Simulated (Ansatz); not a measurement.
# LaGaO3 (Pnma): converging the G0W0 gap, part 2 of 2

Wanted: a G0W0 gap for LaGaO3 (Pnma) that is converged in bands and cutoff, or an estimate of the limit.

Ansatz 0.2.0; G0W0 on LDA, plane waves, PAW. Known limits of the many-body steps: not at the basis limit; f levels unsure; no spin-orbit coupling; coarse k mesh.

So far. Step 4 (2910 empty bands, screening to 310 eV): Against the run with 4×2×4 mesh, 1508 empty bands, screening to 200 eV, hard PAW files, the gap moves by +0.04 eV.

### 5. Changing the k mesh: 4×4×4 mesh, 701 empty bands, screening to 120 eV, hard PAW files

A second mesh at equal bands and cutoff isolates the sampling error. Bands and cutoff differ from the step before, so it is read against an earlier run that matches them.

input.yaml

```yaml
crystal:
  lattice:
    - [5.48589, 0.0, 0.0]
    - [0.0, 7.76421, 0.0]
    - [0.0, 0.0, 5.51395]
  atoms:
    - { symbol: La, position: [0.98, 0.25, 0.005] }
    - { symbol: La, position: [0.02, 0.75, 0.995] }
    - { symbol: La, position: [0.52, 0.75, 0.505] }
    - { symbol: La, position: [0.48, 0.25, 0.495] }
    - { symbol: Ga, position: [0.0, 0.0, 0.5] }
    - { symbol: Ga, position: [0.0, 0.5, 0.5] }
    - { symbol: Ga, position: [0.5, 0.0, 0.0] }
    - { symbol: Ga, position: [0.5, 0.5, 0.0] }
    - { symbol: O, position: [0.513, 0.25, 0.929] }
    - { symbol: O, position: [0.487, 0.75, 0.071] }
    - { symbol: O, position: [0.987, 0.75, 0.429] }
    - { symbol: O, position: [0.013, 0.25, 0.571] }
    - { symbol: O, position: [0.723, 0.0367, 0.281] }
    - { symbol: O, position: [0.277, 0.5367, 0.719] }
    - { symbol: O, position: [0.777, 0.9633, 0.781] }
    - { symbol: O, position: [0.223, 0.4633, 0.219] }
    - { symbol: O, position: [0.277, 0.9633, 0.719] }
    - { symbol: O, position: [0.723, 0.4633, 0.281] }
    - { symbol: O, position: [0.223, 0.0367, 0.219] }
    - { symbol: O, position: [0.777, 0.5367, 0.781] }
kpoints:
  mp_grid: { grid: [4, 4, 4] }
hamiltonian:
  xc: lda
  pseudopotentials: { kind: paw, source: ansatz }
scf:
  occupations: { method: fixed }
gw:
  n_empty_bands: 701
  ecut_chi: 120.0
  qp_bands: [v4, c4]
  qp_kpoints: band_edges
  screening: { model: contour_deformation }
```

Started as:

```sh
$ ansatz run input.yaml --threads 16 --pin off --max-ram 92160MiB --backend cuda --events-out ev --progress --plain --runs-dir out --devices 1 --max-vram 157GiB
```

Numbers of over 12 decimals in the logs are rounded to 6 here.

Output:

```text
GPUs: using 1 of 1 available (devices: 1).
[...]
Crystal: 20 atoms, lattice volume = 234.859 Å³
Basis set: ecut = 1020 eV, 17373 PW (Γ)
Bands: 120, of which v1, the nominal top of the filled ones, is band 100 counted from 1 (99 counted from 0)
Symmetry: 8 space group operations
[...]
k-points: 27 of 64
[...]
26    99     11.1886   -26.0594     4.5141   -21.1112  0.7618    10.7524    10.7545  root
    26   100     11.1886   -26.0594     4.5141   -21.1112  0.7618    10.7524    10.7545  root
    26   101     16.2553   -19.0962    -9.5915   -32.5432  0.7355    20.6800    20.1109  root ?
    26   102     16.2553   -19.0962    -9.5915   -32.5432  0.7355    20.6800    20.1109  root ?
    26   103     16.2553   -19.0962    -9.5915   -32.5432  0.7355    20.6800    20.1109  root ?
    26   104     16.2553   -19.0962    -9.5915   -32.5432  0.7355    20.6800    20.1109  root ?
[key lines of the parts left out:]
SCF converged after 10 iterations
```

Run time: 2.7 min. Hardware: 1 × NVIDIA GB200 with 16 threads of Arm Neoverse V2, shared host; peak memory 11 GiB; 6.8 min of CPU time.

This step gave:

```
bands summed                                 : 801
RPA ε∞ on this mesh (eigenvalues)            : 4.891, 4.902, 5.028
plane waves in the screening matrix          : 681
G0W0 gap on the mesh                         : 5.394 eV
k of the valence top                         : -0.5, 0, -0.5
k of the conduction bottom                   : 0, 0, 0
starting gap on the mesh                     : 3.651 eV
least direct G0W0 gap on the computed points : 5.492 eV
```

Against the run with 4×2×4 mesh, 701 empty bands, screening to 120 eV, hard PAW files, the gap moves by −0.001 eV.

### 6. The runs together

Times are wall times on 1 × NVIDIA GB200 with 16 threads of Arm Neoverse V2, shared host, good to a factor of about two.

```csv
mesh,files,frequency,bands summed,cutoff (eV),start (eV),G0W0 (eV),time,host memory (GiB)
4×2×4,hard PAW,contour deformation,801,120,3.651,5.394,68 s,7.9
4×2×4,hard PAW,contour deformation,1608,200,3.651,5.446,2.8 min,16
4×2×4,hard PAW,contour deformation,3010,310,3.651,5.484,8.1 min,39
4×4×4,hard PAW,contour deformation,801,120,3.651,5.394,2.7 min,11
```

How the two edges are built up, in eV (the quasiparticle level is the starting level plus Σx plus Σc less Vxc):

```csv
run,edge,start,Σx,Σc,Vxc,Z,QP
801 bands,valence top,11.47,-26.21,4.53,-21.26,0.76,11.04
801 bands,conduction bottom,15.12,-14.27,-3.74,-19.34,0.82,16.44
1608 bands,valence top,11.47,-26.21,4.24,-21.26,0.76,10.75
1608 bands,conduction bottom,15.12,-14.27,-3.99,-19.34,0.81,16.20
3010 bands,valence top,11.47,-26.21,4.03,-21.26,0.76,10.54
3010 bands,conduction bottom,15.12,-14.27,-4.16,-19.34,0.81,16.03
```

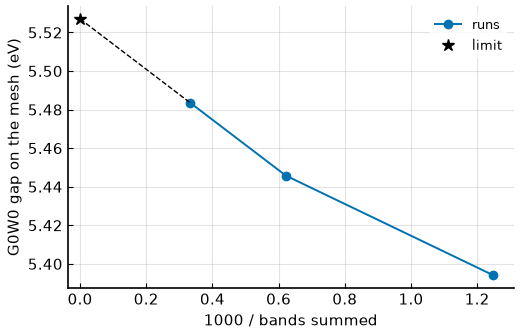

The gap against one over the number of bands; the dashed line carries the two highest rungs to the limit.

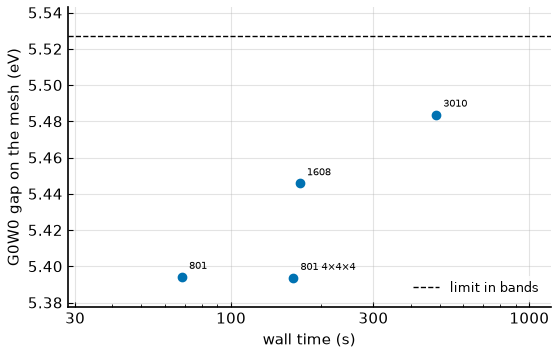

Result against wall time.

### 7. Summary of results

```yaml
801_bands_120_ev: 5.394 eV
1608_bands_200_ev: 5.446 eV
3010_bands_310_ev: 5.484 eV
estimated_limit_in_bands_and_cutoff: 5.53 eV
mesh_and_start: 4×2×4, LDA
```

**Reading.** A line in one over the bands through the two highest rungs gives 5.53 eV, +0.04 eV from the top rung; the pair below gives 5.50 eV, so the estimate is still climbing. The rungs stand 0.13 eV (801 bands), 0.08 eV (1608 bands) and 0.04 eV (3010 bands) from it. From 801 to 3010 bands the gap moves by +0.09 eV while the time grows 7.1-fold. Σc changes by −0.50 eV at the valence top and −0.41 eV at the conduction bottom, so the levels themselves move more than the gap between them. On the 4×4×4 mesh in place of 4×2×4 the gap differs by −0.001 eV, of which +0.00 eV is already in the start. The cheapest rung within 0.1 eV of this estimate is that with 1608 bands (2.8 min). Gaps are over the mesh's points; an edge off the mesh would be missed. The 4×2×4 mesh is coarse for this cell (its supercell is 16 Å along the shortest edge). The RPA ε∞ on it, from the LDA start, is 4.87, 4.88 and 5.00; such meshes misread the long-range screening, most where the gap is narrow. Empty 4f levels lie among the conduction bands. Their place in the start is unsure; it enters the screening, and the edge itself where they lie low. The many-body steps are scalar-relativistic: spin-orbit coupling is not in them.

[Paths, hosts, dates, memory and timing lines, banners, echoed tables and standing remarks are left out of the program output.]

[Logs are printed without paths, hosts, clocks, repeated set-up lines and the standing remarks that a program may print on its own settings, such as how far it seeks lower states.]

[Runs of the session that timed out or met a known fault of the program may be left out.]

[Cells called generated may have been cut or substituted from an entry of the Crystallography Open Database or the Materials Project.]

[Hosts, paths, dates, database ids (printed as entryN), source tags and the programs' standing remarks are cut or masked in the printed files.]
